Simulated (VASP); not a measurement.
Band structure of CeO2 (fluorite). Level of theory: vdW-DF-cx, VASP's PBE PAW potentials (set 64) (plane waves; VASP).

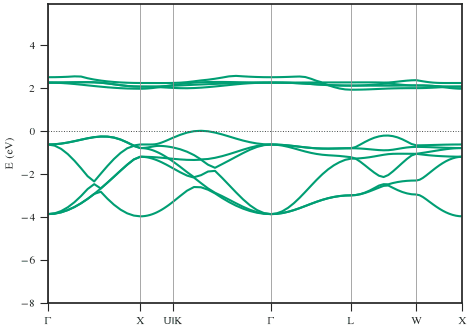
Bands along high-symmetry lines, zero at the valence-band maximum or, without a gap, the Fermi level

**Question.** Read the plot: is there a gap, and where are the band edges?

**Answer.** The gap is indirect, 1.91 eV, from the valence maximum at K-Γ at 0.29 to the conduction minimum at L. (Edges off the drawn lines would not show.)

The compound is CeO2 in the fluorite structure. It was relaxed first. The run is not spin-polarised, so no magnetic state was tried.
